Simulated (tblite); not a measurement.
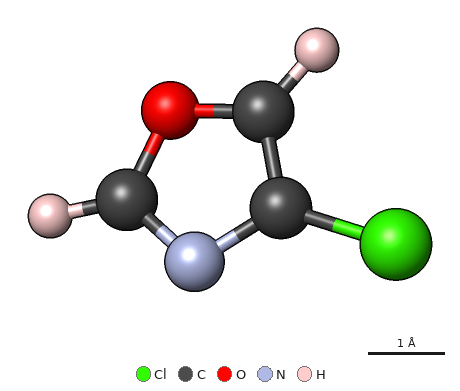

This is the input geometry for a relaxation of C$_{3}$H$_{2}$ClNO. The picture is a ball-and-stick view, seen at a tilt.

These are results of GFN2-xTB geometry optimisation, gas phase in tblite 0.8.0, not measurements.

```xyz
8

Cl    2.4305   -1.1410   -0.0730
C     0.7984   -0.5098   -0.0400
C     0.5160    0.8483    0.0282
O    -0.7939    0.9681    0.0350
C    -1.3611   -0.2455    0.0117
N    -0.3886   -1.1775   -0.0447
H     1.2380    1.6599    0.0435
H    -2.4302   -0.3931    0.0147
```

### Predict the outcome.

The energy falls by 0.290 eV in 13 geometry steps. Cl1 moves most after the best rigid fit: 0.16 Å. Largest moves by element: Cl 0.16 Å, H 0.12 Å, C 0.08 Å, O 0.03 Å, N 0.02 Å. Near-neighbour distances that change, for instance: Cl1–C2 1.750 → 1.692 Å, C5–N6 1.348 → 1.292 Å, C3–O4 1.315 → 1.348 Å, C2–C3 1.389 → 1.366 Å. Bond angles that change, for instance: Cl1–C2–N6 129.5° → 122.4°, O4–C3–H7 126.4° → 119.3°, C2–C3–H7 126.6° → 133.5°.

The structure at the end:

```xyz
8

Cl    2.3116   -1.2520   -0.0786
C     0.8077   -0.4790   -0.0311
C     0.5358    0.8591    0.0219
O    -0.8060    0.9910    0.0438
C    -1.2805   -0.2548    0.0033
N    -0.3692   -1.1691   -0.0418
H     1.1486    1.7342    0.0466
H    -2.3387   -0.4200    0.0112
```

After the run, drawn alike:

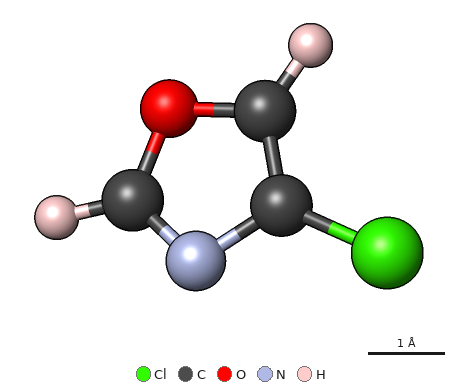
